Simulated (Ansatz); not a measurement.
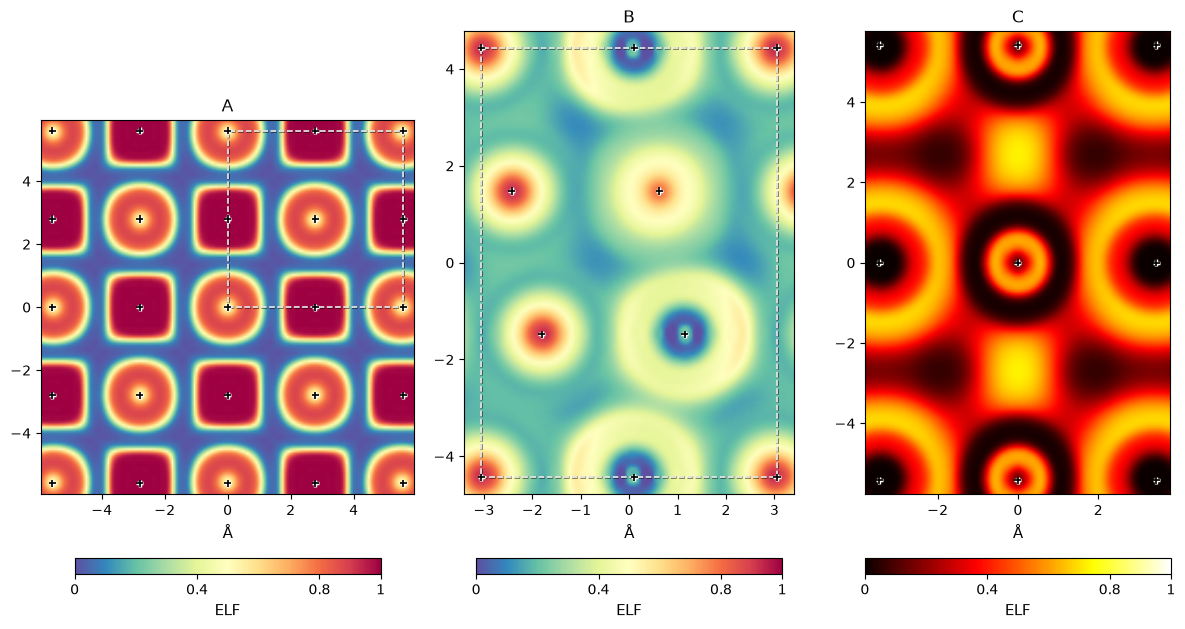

The electron localisation function of 3 systems, each on a plane through atoms (crosses mark nuclei in the plane).

Level of theory: DFT PBE, scalar-relativistic, plane waves, PAW (Ansatz 0.2.0).

System 1: K2H, the (001) plane of the conventional cell. Space group Cmmm; a structure generated by program, which may or may not match a known phase; computed without spin polarisation.

System 2: Na5Sb, the (11̄0) plane of the conventional cell. Space group P6/mmm; a structure generated by program, which may or may not match a known phase.

System 3: Cd3HgGe2, the (110) plane of the conventional cell. Space group P-3m1; a structure generated by program, which may or may not match a known phase.

```
Cd Ge Hg
1.0
     5.12163    0.00000    0.00000
    -2.56082    4.43546    0.00000
     0.00000    0.00000    6.10742
Cd Ge Hg
3 2 1
Direct
  0.33333 0.66667 0.39766
  0.66667 0.33333 0.60234
  0.00000 0.00000 0.50000
  0.33333 0.66667 0.91443
  0.66667 0.33333 0.08557
  0.00000 0.00000 0.00000
```

Q: Match each panel to its system.

A: Panel A is system 1, K2H: the plane holds K and H. K–H (2.79 Å): the ELF climbs to about 1 towards the hydrogen. Panel B is system 3, Cd3HgGe2: the plane holds Cd, Ge and Hg. Cd–Ge (2.95 Å): the ELF is about 0.30 at the midpoint: no shared electron pair shows on this line. Panel C is system 2, Na5Sb: the plane holds Na and Sb. Na–Sb (3.45 Å): the ELF peaks at about 0.65 in the valence shell of Sb, 1.5 Å from its nucleus, and is about 0.55 at the midpoint.
